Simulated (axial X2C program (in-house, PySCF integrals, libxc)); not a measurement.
# TaCl⁺: bond curves with and without spin–orbit coupling

What are the state, bond length, wavenumber and bond energy of TaCl⁺, and what does spin–orbit coupling change?

Method: all-electron X2C, Ta dyall-cv3z, Cl dyall-av3z; program: an in-house X2C program for linear molecules on PySCF integrals.

All values are calculated.

## Step 1: Set-up

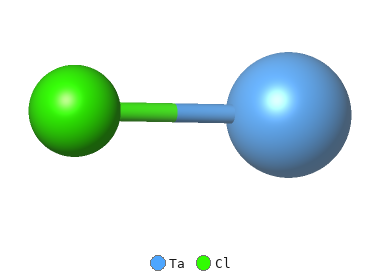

The two atoms at 2.450 Å (tantalum blue, chlorine green).

task.json reads:

```json
{
 "zs": [
  73,
  17
 ],
 "q": 1,
 "bas": [
  "dyall-cv3z",
  "dyall-av3z"
 ],
 "levels": [
  "PBE0",
  "HF",
  "PBE"
 ],
 "cc": true,
 "r0": 2.45,
 "thr": -1.0,
 "nmax": 90,
 "npts": 10,
 "nst": 2,
 "ntry": 6
}
```

Keys: zs atomic numbers; q charge; bas basis sets; levels methods (HF also brings MP2); cc coupled cluster on or off; r0 starting distance in Å; thr threshold in hartree for freezing inner shells (an s shell follows its p shell); nmax most natural virtual spinors; npts points asked for on the curve; nst determinants followed; ntry starts of the search.

Run with:

```console
> python so2c.py task.json out
```

Spin-free means the one-electron spin-free X2C Hamiltonian; two-component (2c) means X2C with spin–orbit coupling and atomic mean-field two-electron Coulomb and Gaunt terms. Basis: Ta dyall-cv3z contracted to [13s14p9d7f4g], Cl dyall-av3z contracted to [9s8p3d2f]; Gaussian nuclei, density fitting. Masses: Ta 180.948 u, Cl 34.969 u.

Notation: σ, π±, δ± give the projection m of an orbital's angular momentum (0, ±1, ±2), α and β its spin, Λ and M_S the sums; ω is the projection of a spinor's total angular momentum and Ω the sum. Logs are in hartree.

The results follow Hamiltonian by Hamiltonian and level by level.

## Step 2: Which state to follow

PBE0 moves the distance from 2.450 Å to 2.199 Å and compares determinants there.

Spin-free determinants:

| ΔE (eV) | state | open shells |
| --- | --- | --- |
| 0.00 | M_S = 3/2, Λ = 0 | beyond closed shells: σα, δ+α, δ-α |
| 0.53 | M_S = 3/2, Λ = 3 | beyond closed shells: σα, π+α, δ+α |
| 0.63 | M_S = 3/2, Λ = 1 | beyond closed shells: σα, π-α, δ+α |
| 0.95 | M_S = 1/2, Λ = 2 | beyond closed shells: δ+α |
| 1.25 | M_S = 1/2, Λ = 1 | beyond closed shells: σα, π-β, δ+α |
| 1.25 | M_S = 1/2, Λ = 3 | beyond closed shells: σα, π+β, δ+α |
| 1.31 | M_S = 3/2, Λ = 1 | beyond closed shells: π+α, δ+α, δ-α |

Two-component determinants:

| ΔE (eV) | state | open shells |
| --- | --- | --- |
| 0.00 | Ω = 3/2 | excess of +ω over −ω: ω = 1/2, ω = -3/2, ω = 5/2 |
| 0.14 | Ω = 3/2 | excess of +ω over −ω: ω = 3/2 |
| 0.49 | Ω = 1/2 | excess of +ω over −ω: ω = 1/2 |
| 0.73 | Ω = 5/2 | excess of +ω over −ω: ω = 5/2 |
| 0.87 | Ω = 1/2 | excess of +ω over −ω: 2 × ω = -1/2, ω = 3/2 |
| 0.87 | Ω = 9/2 | excess of +ω over −ω: ω = 1/2, ω = 3/2, ω = 5/2 |
| 1.16 | Ω = 1/2 | excess of +ω over −ω: ω = -1/2, ω = -3/2, ω = 5/2 |

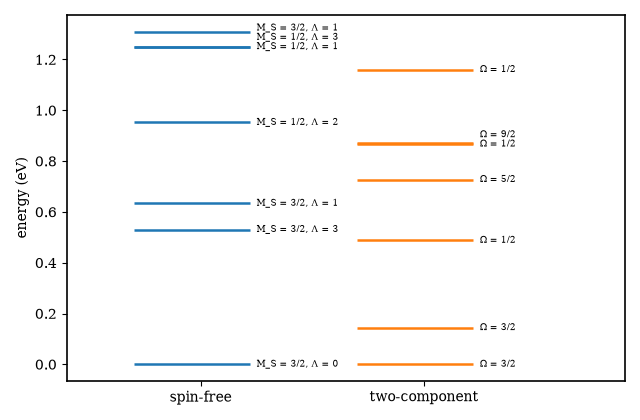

The determinants found, each set from its own lowest.

## Step 3: PBE0, spin-free

State followed: M_S = 3/2, Λ = 0 (beyond closed shells: σα, δ+α, δ-α). The scan is laid around 2.161 Å, a first estimate of the minimum, and this SCF restarts from the orbitals of the search.

The SCF at the reference distance of 2.161 Å:

```text
spin-free X2C-1e  PBE0
basis functions 247  fitting functions 1213  grid points 5080
iter        total energy     max residual
   1     -16061.401243299     2.01e+01
   2     -16066.457194746     5.03e-02
   3     -16066.430902340     7.79e-02
   4     -16066.515875652     1.24e-02
   5     -16066.518423624     2.62e-03
   6     -16066.518529538     1.40e-03
   7     -16066.518573050     6.60e-04
   8     -16066.518587989     1.76e-04
   9     -16066.518589652     4.94e-05
  10     -16066.518589939     1.57e-05
  11     -16066.518589950     1.52e-06
  12     -16066.518589950     3.90e-07
converged
one-electron -22638.45736782  Coulomb 6616.75291699  exact exchange -85.77937792  xc functional -262.92597765  nuclear repulsion 303.89121645
```

Along the bond, energies from the lowest point:

```
R (Å)  E (eV)  μ (D)  HOMO (eV)  LUMO (eV)  iterations
1.880  1.4500  -1.50     -11.66      -8.29          13
1.966  0.5956  -1.85     -11.80      -8.52          12
2.031  0.2322  -2.13     -11.92      -8.69          12
2.096  0.0475  -2.41     -12.03      -8.85          12
2.161  0.0000  -2.70     -12.15      -9.01          12
2.237  0.0738  -3.04     -12.28      -9.19          13
2.312  0.2484  -3.37     -12.40      -9.35          13
2.409  0.5711  -3.79     -12.56      -9.55          13
2.528  1.0540  -4.27     -12.73      -9.75          14
2.701  1.8216  -4.91     -12.93     -10.00          15
```

Dipoles are positive if Cl is the positive end and refer to the centre of mass.

Outer orbitals at the reference distance:

```
symmetry  occupied  ε (eV)              atomic character
     φ-β       yes  -35.21                     100% Ta f
     φ+β       yes  -35.21                     100% Ta f
      σβ       yes  -29.18   72% Cl s, 10% Ta d, 7% Ta p
      σα       yes  -29.04   72% Cl s, 10% Ta d, 7% Ta p
      σα       yes  -17.24   72% Cl p, 16% Ta d, 4% Ta s
      σβ       yes  -17.17   75% Cl p, 13% Ta d, 5% Ta s
     π-β       yes  -15.98   77% Cl p, 12% Ta d, 5% Ta f
     π+β       yes  -15.98   77% Cl p, 12% Ta d, 5% Ta f
     π+α       yes  -15.96   73% Cl p, 16% Ta d, 4% Ta f
     π-α       yes  -15.96   73% Cl p, 16% Ta d, 4% Ta f
      σα       yes  -12.69   49% Ta s, 35% Ta d, 9% Cl p
     δ+α       yes  -12.15                      99% Ta d
     δ-α       yes  -12.15                      99% Ta d
     π-α        no   -9.01   75% Ta d, 10% Cl p, 6% Ta p
     π+α        no   -9.01   75% Ta d, 10% Cl p, 6% Ta p
      σβ        no   -8.31  63% Ta s, 11% Ta d, 10% Ta p
      σα        no   -8.17  39% Ta p, 32% Ta d, 15% Ta s
```

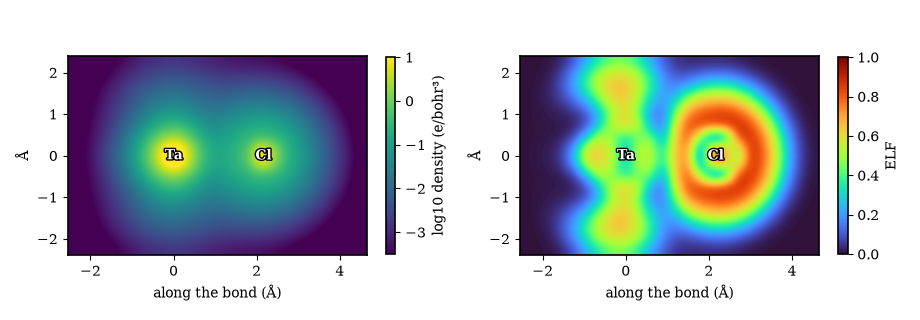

PBE0 fields in a plane through the axis, from a grid of 0.3 Å; Ta lies at z = 0 and Cl at z = 2.161 Å; the ELF is damped to zero where the density is low.

Re = 2.155 Å, ωe = 484 cm⁻¹, ωexe = 1.16 cm⁻¹, Be = 0.1238 cm⁻¹, De = 4.72 eV, μ = -2.68 D.

## Step 4: HF, spin-free

Output at 2.161 Å:

```text
spin-free X2C-1e  HF
basis functions 247  fitting functions 1213  grid points 5080
iter        total energy     max residual
   1     -16060.930746053     5.78e-01
   2     -16060.980536718     2.50e-02
   3     -16060.981457534     2.82e-02
   4     -16060.984355762     1.68e-03
   5     -16060.984503273     1.22e-03
   6     -16060.984556199     5.57e-04
   7     -16060.984589013     4.25e-04
   8     -16060.984611279     2.10e-04
   9     -16060.984619153     5.76e-05
  10     -16060.984619763     1.72e-05
  11     -16060.984619797     6.96e-06
  12     -16060.984619802     2.27e-06
  13     -16060.984619802     1.05e-06
converged
one-electron -22640.53781486  Coulomb 6619.05635387  exact exchange -343.39437527  xc functional 0.00000000  nuclear repulsion 303.89121645
```

Re = 2.205 Å, ωe = 459 cm⁻¹, ωexe = 1.11 cm⁻¹, Be = 0.1184 cm⁻¹, De = 2.75 eV, μ = -4.52 D.

## Step 5: PBE, spin-free

The SCF at the reference distance of 2.161 Å:

```text
spin-free X2C-1e  PBE
basis functions 247  fitting functions 1213  grid points 5080
iter        total energy     max residual
   1     -16066.725318754     1.94e-01
   2     -16066.728444156     1.86e-02
   3     -16066.714664872     3.47e-02
   4     -16066.731178353     5.70e-03
   5     -16066.731950714     3.53e-03
   6     -16066.732416210     2.72e-04
   7     -16066.732417263     1.09e-04
   8     -16066.732417588     1.17e-05
   9     -16066.732417590     3.77e-06
converged
one-electron -22636.76167933  Coulomb 6614.97843500  exact exchange 0.00000000  xc functional -348.84038971  nuclear repulsion 303.89121645
```

Re = 2.163 Å, ωe = 472 cm⁻¹, ωexe = 1.2 cm⁻¹, Be = 0.123 cm⁻¹, De = 5.10 eV, μ = -2.03 D.

## Step 6: MP2 and beyond, spin-free

Correlated methods: 11 electrons correlated (frozen shells, counted by type: Ta 5 s, 4 p, 2 d, 1 f; Cl 2 s, 1 p), 315 virtual spinors in MP2, 90 natural virtuals in coupled cluster.

Output of the correlated part at 2.161 Å:

```text
correlated 11  virtual 315  natural virtual 90  E(MP2) -0.255313363  MP2 remainder -0.008052021
iter   CCSD correlation   residual
   1     -0.257717850   1.14e-01
   2     -0.263567515   5.47e-02
   3     -0.266387518   2.76e-02
   4     -0.266608069   1.53e-02
   5     -0.266814148   8.98e-03
   6     -0.266881574   4.88e-03
   7     -0.266883009   1.76e-03
   8     -0.266896835   6.89e-04
   9     -0.266885946   2.87e-04
  10     -0.266888335   1.26e-04
  11     -0.266886902   5.40e-05
  12     -0.266887443   2.65e-05
  13     -0.266887387   1.20e-05
  14     -0.266887387   5.14e-06
(T) -0.013461649  T1 0.0267  D1 0.0388  max T2 0.097
```

T1 in the output is the amplitude norm over the root of the electron number; divide by √2 for the Lee–Taylor value.

MP2: Re = 2.175 Å, ωe = 476 cm⁻¹, Be = 0.1216 cm⁻¹, De = 4.51 eV.

CCSD: Re = 2.184 Å, ωe = 470 cm⁻¹, ωexe = 1.13 cm⁻¹, Be = 0.1206 cm⁻¹, De = 4.27 eV. T1 at Re = 0.019 (Lee–Taylor, the printed value over √2).

CCSD(T): Re = 2.185 Å, ωe = 469 cm⁻¹, ωexe = 1.12 cm⁻¹, Be = 0.1205 cm⁻¹, De = 4.46 eV. T1 at Re = 0.019 (Lee–Taylor, the printed value over √2).

## Step 7: A higher determinant, spin-free

State: M_S = 3/2, Λ = 3 (beyond closed shells: σα, π+α, δ+α).

Output at the reference distance:

```text
spin-free X2C-1e  PBE0
basis functions 247  fitting functions 1213  grid points 5080
iter        total energy     max residual
   1     -16061.360378892     2.04e+01
   2     -16066.433609090     5.01e-02
   3     -16066.403689866     7.76e-02
   4     -16066.495251409     1.13e-02
   5     -16066.497667293     2.10e-03
   6     -16066.497738610     1.14e-03
   7     -16066.497760058     5.78e-04
   8     -16066.497771424     1.99e-04
   9     -16066.497772866     3.59e-05
  10     -16066.497773051     1.48e-05
  11     -16066.497773060     1.79e-06
  12     -16066.497773060     4.87e-07
converged
one-electron -22637.62615201  Coulomb 6615.91874191  exact exchange -85.77591215  xc functional -262.90566727  nuclear repulsion 303.89121645
```

```
R (Å)  E above the lowest PBE0 point (eV)
1.880                               2.377
1.966                               1.392
2.031                               0.943
2.096                               0.682
2.161                               0.566
2.237                               0.571
2.312                               0.686
2.409                               0.943
2.528                               1.361
```

Re = 2.195 Å, ωe = 461 cm⁻¹, ωexe = 1.12 cm⁻¹, Be = 0.1194 cm⁻¹, μ = -2.74 D. Te = 0.55 eV.

## Step 8: The spin-free curves together

Energy (eV) of the followed determinant, spin-free, from each level's lowest point:

```
R (Å)   PBE0     HF    MP2   CCSD  CCSD(T)    PBE
1.880  1.450  1.937  1.659    n/a      n/a  1.482
1.966  0.596  0.905  0.724  0.769    0.775  0.623
2.031  0.232  0.429  0.311  0.339    0.343  0.252
2.096  0.047  0.145  0.083  0.097    0.099  0.059
2.161  0.000  0.012  0.000  0.000    0.000  0.000
2.237  0.074  0.000  0.040  0.025    0.022  0.059
2.312  0.248  0.102  0.187  0.158    0.153  0.216
2.409  0.571  0.347  0.484  0.438    0.430  0.514
2.528  1.054  0.755  0.946    n/a      n/a  0.964
2.701  1.822  1.440  1.712    n/a      n/a  1.678
```

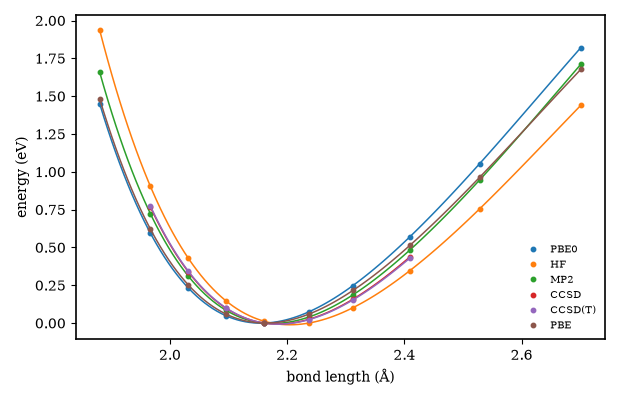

Curves of the followed state, spin-free, each from its own lowest point.

[end of part 1 of 2]
